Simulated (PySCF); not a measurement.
```xyz
18

C    -2.3305    1.3349    0.4353
C    -1.0818    0.6919    0.9518
C    -0.7520   -0.6059    0.7849
C     0.4819   -1.2808    1.2334
Al    1.7823   -1.3750   -0.3080
N     1.5520    0.5655   -0.9334
H    -2.1207    2.2206   -0.1896
H    -2.9211    0.6310   -0.1709
H    -2.9743    1.6874    1.2597
H    -0.4302    1.3186    1.5795
H    -1.4424   -1.2182    0.1848
H     0.2769   -2.3123    1.5648
H     0.9651   -0.7451    2.0690
H     1.2667   -2.1816   -1.5986
H     3.3424   -1.4351    0.0688
H     1.5577    0.6793   -1.9466
H     2.2416    1.2074   -0.5423
H     0.6197    0.8408   -0.5812
```

Geometry: PBE0-D3(BJ)/def2-SVP.

Method: wB97X-D/def2-SVPD, SCF density, gas phase in PySCF.

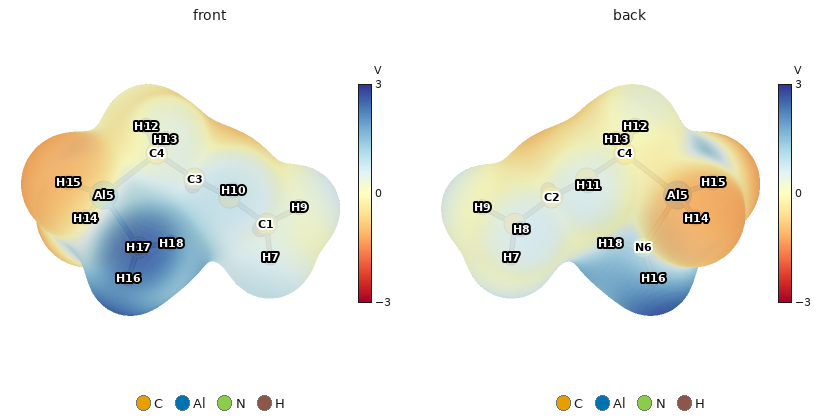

C₄H₁₂AlN (SMILES C/C=C/[CH2][AlH2-][NH3+]). The molecular electrostatic potential painted on the density surface at 0.002 e/bohr³, seen from the front and from behind; red is negative and blue positive.

Where is the surface potential most negative and most positive?

Answer. The most negative region (about −1.2 V) lies over H14 and H15, the most positive (about +2.6 V) over H16 and H17.

How polar is the molecule by this calculation?

Answer. Its dipole moment is 4.28 D.
